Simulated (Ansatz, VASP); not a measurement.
## CaO: VASP beside Ansatz

Aim: how closely do two programs agree when they are given the same cell, functional and k mesh? The cell comes out of the VASP series on this material, whose earlier steps may have relaxed, scaled or displaced it; both programs get it as it stands.

Main program and level: Ansatz 0.2.0; plane waves, with VASP 6.6.1 beside it; relaxation of cell and atoms at LDA and band structure at HSE06.

## Step 1: The starting structure

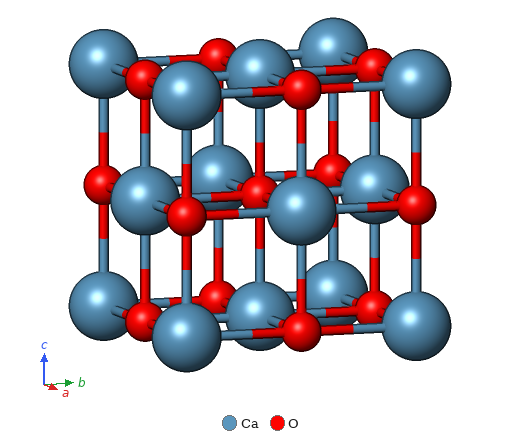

The starting structure, seen slightly off an axis (calcium blue, oxygen red). This picture shows the conventional cell, with its axes. Some periodic images of atoms are drawn too.

## Step 2: VASP: relaxation of cell and atoms, LDA

The relaxed volume is the usual yardstick between codes: its relative difference is about their pressure difference at one cell divided by the bulk modulus.

Lines of VASP's logs that name or quote its potential files are left out, and so is its time.

Contents of INCAR:

```
SYSTEM = CaO
PREC = Accurate
ENCUT = 520
EDIFF = 1E-06
NELM = 100
ISMEAR = 0
SIGMA = 0.03
LREAL = .FALSE.
ALGO = Normal
GGA = CA
NBANDS = 14
LORBIT = 11
LWAVE = .FALSE.
LCHARG = .FALSE.
KPAR = 4
IBRION = 2
NSW = 50
ISIF = 3
EDIFFG = -0.006
```

Contents of POSCAR:

```
CaO
1.0
    0.0000000000      2.3597737825      2.3597737825
    2.3597737825      0.0000000000      2.3597737825
    2.3597737825      2.3597737825      0.0000000000
Ca O
1 1
Direct
    0.0000000000      0.0000000000      0.0000000000
    0.5000000000      0.5000000000      0.5000000000
```

Contents of KPOINTS:

```
Automatic mesh
0
Gamma
8 8 8
0 0 0
```

Potentials, in the order of the species: Ca_sv and O (LDA family, release 64).

Command:

```bash
> mpirun -np 4 vasp_std
```

Numbers of over 12 decimals in the logs are rounded to 6 here.

The log of the run:

```text
[banner, memory and clock lines left out]
running    4 mpi-ranks, on    1 nodes
 distrk:  each k-point on    1 cores,    4 groups
 distr:  one band on    1 cores,    1 groups

 POSCAR found type information on POSCAR CaO
 POSCAR found :  2 types and       2 ions
 LDA part: xc-table for (Slater(with rela. corr.)+CA(PZ))
 , standard interpolation
 POSCAR, INCAR and KPOINTS ok, starting setup
 FFT: planning ... GRIDC
 FFT: planning ... GRID_SOFT
 FFT: planning ... GRID
 WAVECAR not read
 entering main loop
       N       E                     dE             d eps       ncg     rms          rms(c)
DAV:   1     0.118204995137E+03    0.11820E+03   -0.85818E+03   820   0.118E+03
DAV:   2    -0.107527986868E+02   -0.12896E+03   -0.12074E+03  1016   0.304E+02
DAV:   3    -0.157518517503E+02   -0.49991E+01   -0.49745E+01   902   0.619E+01
DAV:   4    -0.159342832511E+02   -0.18243E+00   -0.18226E+00  1190   0.101E+01
DAV:   5    -0.159365480157E+02   -0.22648E-02   -0.22647E-02   960   0.114E+00    0.846E+00
DAV:   6    -0.143509255543E+02    0.15856E+01   -0.54483E+00   856   0.233E+01    0.363E+00
DAV:   7    -0.142547344825E+02    0.96191E-01   -0.51807E-01  1020   0.749E+00    0.176E+00
DAV:   8    -0.142215360834E+02    0.33198E-01   -0.74720E-02   960   0.285E+00    0.283E-01
DAV:   9    -0.142210020374E+02    0.53405E-03   -0.59993E-03  1022   0.558E-01    0.103E-01
DAV:  10    -0.142211556225E+02   -0.15359E-03   -0.34344E-04   962   0.222E-01    0.420E-02
DAV:  11    -0.142211284193E+02    0.27203E-04   -0.50372E-05  1124   0.833E-02    0.636E-03
DAV:  12    -0.142211280347E+02    0.38456E-06   -0.40681E-06   890   0.209E-02
   1 F= -.14221128E+02 E0= -.14221128E+02  d E =-.142211E+02
 curvature:   0.00 expect dE= 0.000E+00 dE for cont linesearch  0.000E+00
 trial: gam= 0.00000 g(F)=  0.751E-59 g(S)=  0.637E-06 ort = 0.000E+00 (trialstep = 0.100E+01)
 search vector abs. value=  0.637E-06
 reached required accuracy - stopping structural energy minimisation
```

From OUTCAR (step 2):

```text
ion  position               nearest neighbor table
   1  0.000  0.000  0.000-   2 2.36   2 2.36   2 2.36   2 2.36   2 2.36   2 2.36
   2  0.500  0.500  0.500-   1 2.36   1 2.36   1 2.36   1 2.36   1 2.36   1 2.36

  LATTYP: Found a face centered cubic cell.
 ALAT       =     4.7195475650

 Subroutine GETGRP returns: Found 48 space group operations
 (whereof 48 operations were pure point group operations)

The static configuration has the point symmetry O_h .

 Found     29 irreducible k-points:

   k-points           NKPTS =     29   k-points in BZ     NKDIM =     29   number of bands    NBANDS=     14

   dimension x,y,z NGX =    28 NGY =   28 NGZ =   28
   dimension x,y,z NGXF=    56 NGYF=   56 NGZF=   56

   ENCUT  =  520.0 eV  38.22 Ry    6.18 a.u.   6.21  6.21  6.21*2*pi/ulx,y,z

   NELECT =      16.0000    total number of electrons

 k-points in reciprocal lattice and weights: Automatic mesh
   0.00000000  0.00000000  0.00000000       0.002
   0.12500000  0.00000000  0.00000000       0.016
   0.25000000  0.00000000  0.00000000       0.016
   0.37500000  0.00000000  0.00000000       0.016
   0.50000000  0.00000000  0.00000000       0.008
   0.12500000  0.12500000  0.00000000       0.012
   0.25000000  0.12500000  0.00000000       0.047
   0.37500000  0.12500000  0.00000000       0.047
   0.50000000  0.12500000  0.00000000       0.047
[...]
-0.37500000  0.50000000  0.12500000       0.023
  -0.25000000  0.50000000  0.25000000       0.012

 average (electrostatic) potential at core
       1 -43.2394       2 -71.1022

 E-fermi :   2.5585

 k-point     1 :       0.0000    0.0000    0.0000
  band No.  band energies     occupation
    ...
      4     -15.5104      2.00000
      5     -12.9751      2.00000
      6       2.3411      2.00000
      7       2.3411      2.00000
      8       2.3411      2.00000
      9       7.3588      0.00000
     10       8.5724      0.00000
     11       8.5724      0.00000
     12       8.5724      0.00000
     13      10.2341      0.00000
    ...

 k-point     2 :       0.1250    0.0000    0.0000
  band No.  band energies     occupation
    ...
      4     -15.5201      2.00000
      5     -12.6738      2.00000
      6       1.7718      2.00000
      7       2.1018      2.00000
      8       2.1018      2.00000
      9       8.0518      0.00000
     10       8.5378      0.00000
     11       8.8626      0.00000
     12       8.8626      0.00000
     13      10.6457      0.00000
    ...

 k-point     3 :       0.2500    0.0000    0.0000
  band No.  band energies     occupation
    ...
      4     -15.5432      2.00000
      5     -12.1048      2.00000
      6       0.6964      2.00000
      7       1.5949      2.00000
      8       1.5949      2.00000
      9       8.6265      0.00000
     10       9.5357      0.00000
     11       9.6269      0.00000
     12       9.6269      0.00000
     13      11.6294      0.00000
    ...

  Total       -0.0029659     -0.0029659     -0.0029659     -0.0000000      0.0000000     -0.0000000
  in kB       -0.1808108     -0.1808108     -0.1808108     -0.0000000      0.0000000     -0.0000000
  external PRESSURE =      -0.1808108 kB  Pullay stress =       0.0000000 kB

  energy-cutoff  :      520.00
  volume of cell :       26.28
      direct lattice vectors                 reciprocal lattice vectors
     0.000000000  2.359773783  2.359773783    -0.211884717  0.211884717  0.211884717
     2.359773783  0.000000000  2.359773783     0.211884717 -0.211884717  0.211884717
     2.359773783  2.359773783  0.000000000     0.211884717  0.211884717 -0.211884717

 POSITION                                       TOTAL-FORCE (eV/Angst)
 -----------------------------------------------------------------------------------
      0.00000      0.00000      0.00000        -0.000000      0.000000      0.000000
      2.35977      2.35977      2.35977         0.000000     -0.000000     -0.000000
 -----------------------------------------------------------------------------------
    total drift:                                0.000000      0.000000      0.000000

  FREE ENERGIE OF THE ION-ELECTRON SYSTEM (eV)
  ---------------------------------------------------
  free  energy   TOTEN  =       -14.2211280347 eV

  energy  without entropy=      -14.2211280347  energy(sigma->0) =      -14.22112803

 reached required accuracy - stopping structural energy minimisation

 total charge
# of ion       s       p       d       tot
------------------------------------------
    1        2.045   5.883   0.338   8.267
    2        1.540   3.449   0.000   4.989
--------------------------------------------------
tot          3.586   9.332   0.338  13.256

[... 3 further parts left out ...]
```

## Step 3: Ansatz: relaxation of cell and atoms, LDA

Ansatz runs on its default PAW (the set named soft_2) files.

The same cell, functional (in two slightly different forms), mesh and smearing now go to Ansatz, which takes its cutoff from its data sets.

Contents of input.yaml:

```yaml
crystal:
  lattice:
    - [0.0, 2.3597737825, 2.3597737825]
    - [2.3597737825, 0.0, 2.3597737825]
    - [2.3597737825, 2.3597737825, 0.0]
  atoms:
    - { symbol: Ca, position: [0.0, 0.0, 0.0] }
    - { symbol: O, position: [0.5, 0.5, 0.5] }
hamiltonian:
  xc: lda
  pseudopotentials: { kind: paw }
kpoints:
  mp_grid: { grid: [8, 8, 8] }
scf:
  occupations: { method: gaussian, width: 0.03 }
relax:
  f_tol: 0.01
  max_steps: 60
  cell: { stress_tol: 0.05 }
output:
  forces: true
  stress: true
  write_density: true
  write_potential: true
  elf: true
  volumetric_format: npy
```

Command:

```bash
> ansatz run input.yaml --threads 4 --pin off --max-ram 9216MiB --backend cpu --events-out ev --progress --plain --runs-dir out
```

The log of the run:

```text
Engine: ansatz 0.2.0, aarch64-unknown-linux-gnu
Pseudopotentials: kind: paw
Pseudopotential: Ca, paw, valence charge 10, recommended cutoff 420 eV (normal), Ca.paw.azcp
Pseudopotential: O, paw, valence charge 6, recommended cutoff 420 eV (normal), O.paw.azcp
Functional definition: SPW92
  exchange = slater_x
  correlation = pw_c
Crystal: 2 atoms, lattice volume = 26.281 Å³
Basis set: ecut = 420 eV, 531 PW (Γ)
Bands: 12, of which v1, the nominal top of the filled ones, is band 8 counted from 1 (7 counted from 0)
Symmetry: 48 space group operations
Space group: Fm-3m (ITA 225), of the structure as read, at distance tolerance 3.0e-5 Å
k-points: 29 of 512
Non-local potential: Ca, projectors of the file, l = 0: 3, l = 1: 2, l = 2: 2
Non-local potential: O, projectors of the file, l = 0: 2, l = 1: 2, l = 2: 1
PAW form: soft (Blöchl's): semilocal exchange-correlation on the pseudo side does not see the compensation charge
PAW frozen core: Ca, regenerated for the run's functional, and the local potential with it (the file was generated under x = pbe(κ = 0.804, μ = 0.219515), c = pbe(β = 0.066725))
PAW frozen core: O, regenerated for the run's functional, and the local potential with it (the file was generated under x = pbe(κ = 0.804, μ = 0.219515), c = pbe(β = 0.066725))
PAW one-centre angular grid: Ca, 110 points (default); XC on 64 Gauss nodes
PAW one-centre angular grid: O, 110 points (default); XC on 64 Gauss nodes
Initial density: superposition of atomic densities (neutral atoms: chi_scale 0, normalization atom), corrected by the library's trained network
Initial wavefunctions: pseudopotential atomic-orbital guess
Functional: x = slater, c = lda
SCF iter   1: F=—  HF=-2331.658285 eV  |F-HF|=—  |Δ(HF+E_count)|=         —  Δρ=1.68e-2  dr2=7.18e-2  ethr=1.77e-3  ⟨swp⟩=7.3  Hψ=2428  notcnv=0
preconditioner: auto → none  [insulator: Δε(μ)=3.194 eV  Ē_g=18.004 eV  σ=0.030 eV  W_gap=1.00  n_scr=8 (ndim 8)  ℏωp=27.1 eV  f_vac=0.000  D(μ)=0.00/eV (n_scr^D=0)  ε∞_Penn≈3.3]
SCF iter   2: F=—  HF=-2331.650493 eV  |F-HF|=—  |Δ(HF+E_count)|=   7.79e-3  Δρ=1.48e-2  dr2=4.47e-2  ethr=4.49e-4  ⟨swp⟩=2.0  Hψ=789  notcnv=0
SCF iter   3: F=—  HF=-2331.639439 eV  |F-HF|=—  |Δ(HF+E_count)|=   1.11e-2  Δρ=2.54e-3  dr2=1.03e-3  ethr=2.79e-4  ⟨swp⟩=2.0  Hψ=551  notcnv=0
SCF iter   4: F=—  HF=-2331.639136 eV  |F-HF|=—  |Δ(HF+E_count)|=   3.03e-4  Δρ=5.21e-4  dr2=1.97e-5  ethr=6.45e-6  ⟨swp⟩=3.0  Hψ=667  notcnv=0
SCF iter   5: F=—  HF=-2331.639132 eV  |F-HF|=—  |Δ(HF+E_count)|=   4.33e-6  Δρ=1.22e-4  dr2=3.28e-6  ethr=1.23e-7  ⟨swp⟩=3.0  Hψ=580  notcnv=0
SCF iter   6: F=-2331.639131 eV  HF=-2331.639131 eV  |F-HF|=2.09e-8  |Δ(HF+E_count)|=   8.20e-7  Δρ=1.29e-5  dr2=3.21e-8  ethr=6.25e-10  ⟨swp⟩=5.9  Hψ=1963  notcnv=0
SCF 1 converged in 6 iterations: F = -2331.639131 eV  dr2 = 3.21e-8
  greatest PAW one-centre occupation: 0.996 electrons in one spin orbital (limit 2), on the Ca atom at site 0 (counted from 0), in its partial waves of l = 0
relax step   1: F+E_penalty+E_count = -2331.63913076 eV  Δ(F+E_penalty+E_count) = +0.000e0 eV  max|allowed force component| = 5.785e-30 eV/Å  Δτ_max = 0.0000 Å  P = -0.945 GPa  Ω = 26.281 Å³  (6 SCF iters, dr2 threshold 1.00e-7 eV, accepted)
[...]
relax step   2: F+E_penalty+E_count = -2331.64051817 eV  Δ(F+E_penalty+E_count) = -1.387e-3 eV  max|allowed force component| = 7.757e-30 eV/Å  Δτ_max = 0.0000 Å  P = +0.151 GPa  Ω = 26.065 Å³  energy of the carried Pulay correction = +8.471e-4 eV  (4 SCF iters, dr2 threshold 2.00e-7 eV, accepted)
[...]
relax step   3: F+E_penalty+E_count = -2331.64041561 eV  Δ(F+E_penalty+E_count) = +1.026e-4 eV  max|allowed force component| = 8.809e-30 eV/Å  Δτ_max = 0.0000 Å  P = -0.002 GPa  Ω = 26.095 Å³  energy of the carried Pulay correction = +7.309e-4 eV  (4 SCF iters, dr2 threshold 5.69e-8 eV, accepted)
[...]
relax step   4: F+E_penalty+E_count = -2331.63973476 eV  Δ(F+E_penalty+E_count) = +6.809e-4 eV  max|allowed force component| = 5.621e-30 eV/Å  Δτ_max = 0.0000 Å  P = -0.047 GPa  Ω = 26.095 Å³  stress off target by 4.67e-2 GPa  SCF on the basis re-selected at this cell (its energy is not comparable with the rows above)  (5 SCF iters)
basis re-selected at this cell: Δ(F+E_penalty+E_count) = +6.809e-4 eV, ΔP = -0.045 GPa vs the last step (what re-selecting the basis moved, of the pressure what is left beyond the Pulay correction that the steps carried, after the strain that the cell walked since its last selection, with what the two solves' SCF thresholds leave and, on support functions, any second-order correction that the steps lacked; it is no m [...]
SCF converged after 5 iterations
Free energy (F): -2331.639735 eV
Harris-Foulkes:  -2331.639735 eV  (|F-HF|=9.09e-12)
Internal energy: -2331.639735 eV  (E = F + TS)
E sigma→0 (E₀):  -2331.639735 eV
Fermi energy:    9.716525 eV
--- Per-component energies (eV) ---
  E_band       = -91.685879
  E_kinetic    = 455.912564
  E_local      = -860.307396  (includes V_loc(G=0)·N_el)
  E_nonlocal   = 117.005245
  E_hartree    = 282.520517
  E_xc         = -210.276889
  E_vxc        = -266.602085  (∫ρ·V_xc dr)
  E_paw        = -963.424466  (= ΣΔE_a)
  E_vpaw       = -102.737748  (= ΣTr[D̂ρ^β])
  E_aug_tail   = 0.002488  (compensation charges beyond the density's cutoff)
  E_ewald      = -1153.451884
  E_core_change = 0.380087  (= ΣΔE_core)
  E_smearing   = -0.000000  (= −TS)
  E_closure    = -0.000000  (closes the sum)
  Σ components = -2331.639735   (vs F -2331.639735, Δ=0.00e0)
--- Forces (eV/Å), atoms counted from 1 ---
  atom   1  Ca    -0.00000000     0.00000000    -0.00000000
  atom   2  O      0.00000000    -0.00000000    -0.00000000
  max |Σ_I F_I| component: 1.40e-29 eV/Å
--- Stress (GPa, compression-positive) ---
       -0.046694      -0.000000      -0.000000
        0.000000      -0.046694      -0.000000
       -0.000000      -0.000000      -0.046694
  P = ⅓ Tr σ = -0.0467 GPa (-0.467 kbar)
--- Band table (eV; the first three rows and the last of 29) ---
  k-point 0: bands = [... 4 lower, -7.3355, 7.9911, 7.9911, 7.9911, 13.0767, 14.2605, 14.2605, 14.2605]
  k-point 1: bands = [... 4 lower, -7.0303, 7.4234, 7.7523, 7.7523, 13.7698, 14.2242, 14.5509, 14.5509]
  k-point 2: bands = [... 4 lower, -6.4561, 6.3480, 7.2464, 7.2464, 14.3113, 15.2573, 15.3165, 15.3165]
  k-point 28: bands = [... 4 lower, -6.5573, 6.5847, 6.9237, 6.9237, 14.3782, 14.3782, 16.8096, 17.9593]
--- Relaxed structure (3 steps of the walk, 3 accepted, 1 SCFs on fresh bases) ---
  F+E_penalty+E_count = -2331.63973476 eV   max|allowed force component| = 5.621e-30 eV/Å   (the final SCF, on the basis selected at the relaxed cell)
  cell:  # Å, volume = 26.0949 Å³
    - [0, 2.354191, 2.354191]
    - [2.354191, 0, 2.354191]
    - [2.354191, 2.354191, 0]
  atoms:
    - { symbol: Ca, position: [0, 0, 0] }
    - { symbol: O, position: [0.5, 0.5, 0.5] }
```

The job ended after 0.95 s (4 threads of Arm Neoverse V1, shared host; peak memory 0.28 GiB; 2.8 s of CPU time).

## Step 4: Comparison

Known differences besides the PAW data sets themselves: the two LDA forms differ slightly; both relaxations stop at a tolerance, which leaves soft axes loose, and VASP keeps its plane-wave basis; the cutoff is 420 eV in Ansatz and 520 eV in VASP; Ansatz makes its cores anew for this functional, VASP keeps those of its LDA data sets; Ansatz adds a Pulay correction to the stress that steers its cell, VASP none. Total energies have different zeros and are not compared.

The two programs side by side:

| quantity | Ansatz | VASP | difference |
| --- | --- | --- | --- |
| volume (Å³) | 26.09 | 26.28 | -0.71 % |
| edge a after relaxation, in the typed setting (Å) | 3.329 | 3.337 | -0.24 % |

The walks stopped with -0.05 GPa left in Ansatz and -0.02 GPa in VASP; each walk ends within a tolerance, so the volume difference is uncertain by about these residues over the bulk modulus, most in soft cells.

## Step 5: Ansatz: band structure, HSE06

The same path points are solved in both programs, so levels can be compared one by one. The cell compared in this pair holds 27.95 Å³, against 26.28 Å³ for the pair before.

Contents of input.yaml:

```yaml
crystal:
  lattice:
    - [0.0, 2.4087, 2.4087]
    - [2.4087, 0.0, 2.4087]
    - [2.4087, 2.4087, 0.0]
  atoms:
    - { symbol: Ca, position: [0.0, 0.0, 0.0] }
    - { symbol: O, position: [0.5, 0.5, 0.5] }
hamiltonian:
  xc: { exchange: pbe, correlation: pbe, exx: { coeff: 0.25, omega: 0.2 } }
  pseudopotentials: { kind: paw }
kpoints:
  mp_grid: { grid: [5, 5, 5] }
  band_path:
    path:
      - [0.0, 0.0, 0.0]
      - [0.5, 0.0, 0.5]
      - [0.5, 0.22222, 0.72222]
      - [0.40278, 0.34722, 0.75]
      - [0.125, 0.125, 0.25]
      - [0.27778, 0.27778, 0.27778]
      - [0.55556, 0.38889, 0.55556]
      - [0.58333, 0.25, 0.66667]
      - [0.5, 0.30556, 0.69444]
      - [0.48611, 0.48611, 0.52778]
      - [0.625, 0.25, 0.625]
      - [0.5, 0.0, 0.5]
    npoints: 1
scf:
  occupations: { method: gaussian, width: 0.03 }
  n_extra_bands: 7
output:
  forces: true
  stress: true
  eigenvalues: true
```

The log of the run:

```text
[...]
--- Band table (eV; the first three rows and the last of 10) ---
  k-point 0: bands = [... 4 lower, -10.4678, 6.5431, 6.5431, 6.5431, 12.7506, 14.7413, 14.7413, 14.7413, ... 3 higher]
  k-point 1: bands = [... 4 lower, -9.9000, 5.3776, 6.0665, 6.0665, 14.2760, 14.6999, 15.4434, 15.4434, ... 3 higher]
  k-point 2: bands = [... 4 lower, -9.2138, 3.9695, 5.4095, 5.4095, 15.2791, 16.3799, 16.8343, 16.8343, ... 3 higher]
  k-point 9: bands = [... 4 lower, -9.6787, 4.8312, 5.4421, 5.5859, 14.0068, 15.7235, 17.1581, 18.0571, ... 3 higher]
[key lines of the parts left out:]
Free energy (F): -2388.308970 eV
Fermi energy:    9.309348 eV
P = ⅓ Tr σ = -1.3420 GPa (-13.420 kbar)
```

Run time: 9.8 s. Hardware: 4 threads; peak memory 0.52 GiB; 35 s of CPU time.

(Part 1 of 2 ends here.)

[Lines on the potential files, build, host, timing and source positions are cut from VASP's logs without a mark.]

[Logs are printed without paths, hosts, clocks, repeated set-up lines and the standing remarks that a program may print on its own settings, such as how far it seeks lower states.]

[Hosts, paths, dates, database ids (printed as entryN), source tags and the programs' standing remarks are cut or masked in the printed files.]
